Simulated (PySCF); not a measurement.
# CH₈AlB₂N: electronic excitations and core binding energies

What electronic excitations and core binding energies should CH₈AlB₂N (`B[N]([AlH2])BC`) show?

Computed with PySCF 2.14.0, with density-fitted response routines of our own, on a single molecule in the gas phase. Atoms count from 0, in the outputs and in this text.

## (1) Starting geometry

13 atoms, charge 0, multiplicity 1; geometry from: GFN2-xTB.

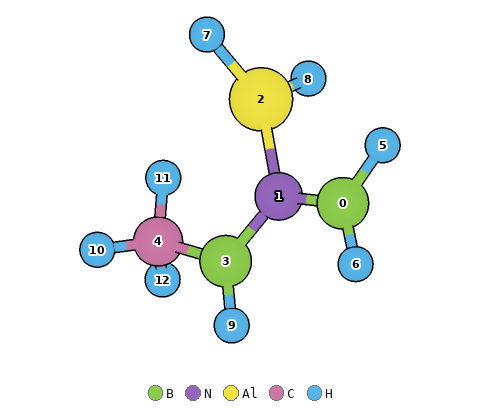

As it starts; boron green, nitrogen purple, aluminium yellow, carbon pink, hydrogen blue, atoms numbered.

## (2) Ultraviolet spectrum: CAM-B3LYP/def2-SVPD

Job settings and geometry (Å):

```
{"job": {"kind": "uv", "xc": "CAM-B3LYP", "basis": "def2-SVPD", "nstates": 8, "ntriplets": 3}, "charge": 0, "multiplicity": 1}
B      1.180046    -0.942520     1.558762
N      0.442569    -0.315621     0.511874
Al     1.333956     0.384829    -0.939989
B     -0.979902    -0.187375     0.508396
C     -1.613366     0.542857    -0.745704
H      2.354988    -0.987298     1.445382
H      0.642843    -1.395930     2.496379
H      1.877928     1.828953    -0.888792
H      1.688860    -0.523527    -2.137043
H     -1.642202    -0.598819     1.384199
H     -2.162372     1.441686    -0.468390
H     -0.816621     0.845315    -1.453069
H     -2.311115    -0.092065    -1.289734
```

With the program's defaults for keys left out, this is: TDDFT CAM-B3LYP/def2-SVPD, vertical, gas phase, core orbitals frozen in the response.

The run is started by

```
> OMP_NUM_THREADS=1 python probes_run.py task.json out
```

The driver reads the jobs from task.json and runs them one after another.

**Question.** This job is followed by: delta-SCF UKS SCAN, pcX-2 on the ionised atom, pcseg-1 elsewhere, spin-free X2C. Predict these results of the whole session: lowest singlet (CAM-B3LYP/def2-SVPD); brightest single state of those computed; lowest triplet; N1s binding energies, SCAN/pcX-2; Al1s binding energies, SCAN/pcX-2; Al2p binding energies, SCAN/pcX-2; B1s binding energies, SCAN/pcX-2 (standing for 1 of 2 atoms); C1s binding energies, SCAN/pcX-2.

As calculated:

```
                                                    quantity                        value
                        lowest singlet (CAM-B3LYP/def2-SVPD)  5.76 eV (215 nm), f = 0.000
                    brightest single state of those computed  state 5, 6.70 eV, f = 0.110
                                              lowest triplet                      5.29 eV
                            N1s binding energies, SCAN/pcX-2                 N1 403.94 eV
                           Al1s binding energies, SCAN/pcX-2               Al2 1567.21 eV
                           Al2p binding energies, SCAN/pcX-2                 Al2 80.81 eV
B1s binding energies, SCAN/pcX-2 (standing for 1 of 2 atoms)                 B3 195.82 eV
                            C1s binding energies, SCAN/pcX-2                 C4 290.61 eV
```

What this shows: The first singlet state (HOMO→LUMO 0.94) lies at 5.76 eV and is dark; of the 8 states computed, the strongest absorption comes from state 5 at 6.70 eV. The lowest triplet lies 0.47 eV below the lowest singlet (triplets in Tamm-Dancoff, singlets in full TDDFT).
